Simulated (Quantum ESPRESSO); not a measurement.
# Energy and gap at +3 % biaxial strain: 1T-PtTe2, 1 layer

How the rows were computed: Quantum ESPRESSO 7.5 driven by ASE, PBE, GBRV ultrasoft, ESM (bc1); atomic heights clamped; cell area 14.018 Å² at zero strain.

```
strain (%)  energy (meV a cell)  gap on the mesh (eV)
        −3               154.95                 0.595
      −1.5                45.86                 0.698
         0                 0.00                 0.787
      +1.5                 9.74                 0.825
```

To predict: What are energy and gap at +3 %, and how stiff is the sheet?

**Fit.** About zero, E'' = (45.86 + 9.74 − 2 × 0.00)/1.5² = 24.71 meV per %² and E' = (9.74 − 45.86)/3 = −12.04 meV per %. With E = A K ε², where K = (C11 + C22)/2 + C12 (C11 + C12 for a hexagonal sheet), K = 24.71 × 10/(2 × 14.018) × 16.02 = 141 N/m. The parabola gives E(+3 %) = 0.00 + 3 × (−12.04) + 4.5 × 24.71 = 75.1 meV. Continuing the last slope, the gap is 2 × 0.825 − 0.787 = 0.863 eV.

What the calculation gave: E = 67.8 meV and the gap 0.831 eV. The parabola misses by +7.3 meV, too high, since bonds soften under tension. The gap's line misses by +0.032 eV: the gap is not linear in strain.

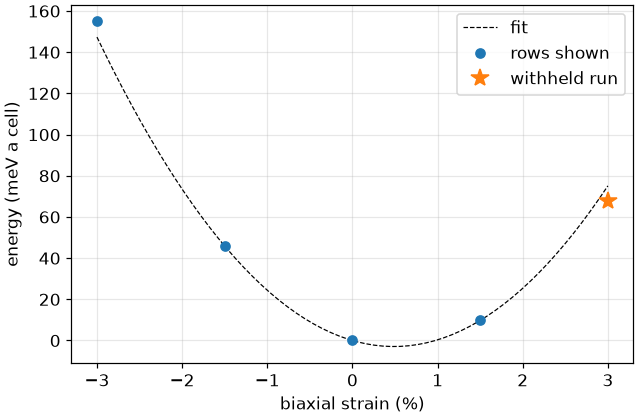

The rows shown, the fit and the withheld run.

**Limits.** Clamped heights stiffen sheets with several planes. Semilocal gap, no spin-orbit coupling.

[Logs are printed without paths, hosts, clocks, repeated set-up lines and the standing remarks that a program may print on its own settings, such as how far it seeks lower states.]
